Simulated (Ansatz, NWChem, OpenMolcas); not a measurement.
## Computed against measured: dipole moment

8 molecules without hydrogen; the dipole moment in D, computed less measured. Shapes, held fixed at every level: PBE0-D4/def2-TZVP; CS at the measured bond length. No vibrational averaging. Dipoles are compared by magnitude; molecules under 1 D, whose direction can flip, are left out. Programs: Ansatz 0.2.0, NWChem 7.3.0, OpenMolcas 26.06. A level may come from different programs for different species; with the same settings they agree closely. Measured values: NIST CCCBDB.

Levels: A = HF/STO-3G; B = HF/def2-SVP; C = PBE0/def2-SVP; D = B3LYP/6-31G* (Cartesian functions).

```
                     molecule  measured      A      B      C      D
      CS (carbon monosulfide)      1.98  -1.05  -0.49  -0.18  -0.41
           CuF (fluorocopper)      5.77  -5.06  +0.68  -0.54  -1.61
NS (Mononitrogen monosulfide)      1.81  -0.53  -0.17  +0.01  -0.08
      NOF (nitrosyl fluoride)      1.81  -1.44  -0.24  -0.56  -0.70
         SO2 (sulfur dioxide)      1.63  +0.13  +0.66  +0.12  +0.08
   AsF3 (arsenic trifluoride)      2.59  -1.32  +0.40  -0.13  -0.32
 PF3 (phosphorus trifluoride)      1.03  +0.23  +0.52  +0.07  -0.05
    SO2F2 (sulfuryl fluoride)      1.12  +0.32  +0.01  -0.08  +0.06
```

Task: Which level does best on this set, which worst, and which err to one side?

Result: 
| level | kind | mean error | mean absolute error | worst case |
| --- | --- | --- | --- | --- |
| HF/STO-3G | Hartree–Fock | -1.090 | 1.260 | CuF |
| HF/def2-SVP | Hartree–Fock | +0.171 | 0.396 | CuF |
| PBE0/def2-SVP | global hybrid | -0.161 | 0.211 | NOF |
| B3LYP/6-31G* (Cartesian functions) | global hybrid | -0.379 | 0.414 | CuF |

On this set PBE0/def2-SVP has the smallest mean absolute error and HF/STO-3G the largest. HF/STO-3G is too low in 5 of 8; PBE0/def2-SVP is too low in 5 of 8; B3LYP/6-31G* (Cartesian functions) is too low in 6 of 8. The levels differ in basis as well as in method. The tabulated value of NOF is in doubt (older tables, estimates, or at odds with other calculations) and kept here. Over the 7 molecules whose values aren't doubted the mean absolute errors are A 1.234; B 0.419; C 0.161; D 0.373. Spin contamination: NS (⟨S²⟩ up to 1.25). Open shells run unrestricted. Relativity is left out for As, Cu. The set is small.

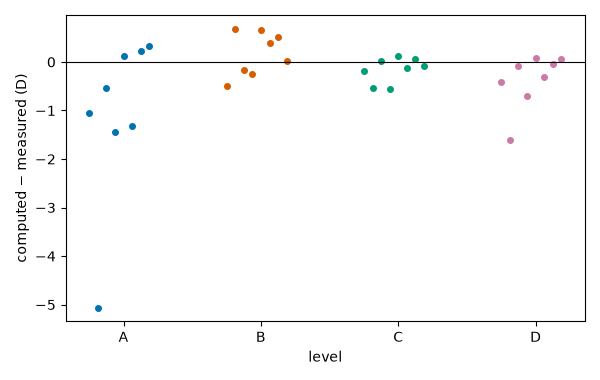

Errors of each level, one point a molecule.
